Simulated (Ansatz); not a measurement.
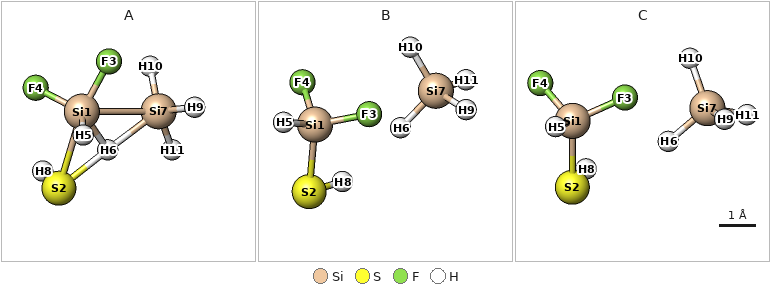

3 geometries from a converged minimum-energy path of Si$_{2}$H$_{6}$SF$_{2}$, made up at the start of SiH$_{2}$SF$_{2}$ and SiH4, shuffled. A ball-and-stick model, seen at a tilt.

Method: Ansatz, RKS PBE0-D4/def2-SVP. Set-up: 5 movable images; climbing image; force threshold 0.05 eV/Å; iteration limit 60; starting path through a guess of the saddle point.

### Which of them lies highest in energy?

A. In order along the path, whose images run from 0 to 6: B (image 0, 0.0 kJ/mol), C (image 1, +1.1 kJ/mol), A (image 3, +236.3 kJ/mol). Breaking: H6–Si7 (1.50 → 1.83 at the top → 3.41 Å), Si1–S2 (2.11 → 2.43 at the top → 3.37 Å). Forming: S2–H6 (3.49 → 1.76 at the top → 1.35 Å), Si1–Si7 (4.08 → 2.59 at the top → 2.34 Å).

Limits of the set-up: the start holds two separate molecules, 2.3 Å apart at their closest, whose relative position is a soft coordinate.

Cost: 3.1 min on 2 threads of Intel(R) Xeon(R) 6975P-C (Granite Rapids), on a shared host, peak memory 0.29 GiB.
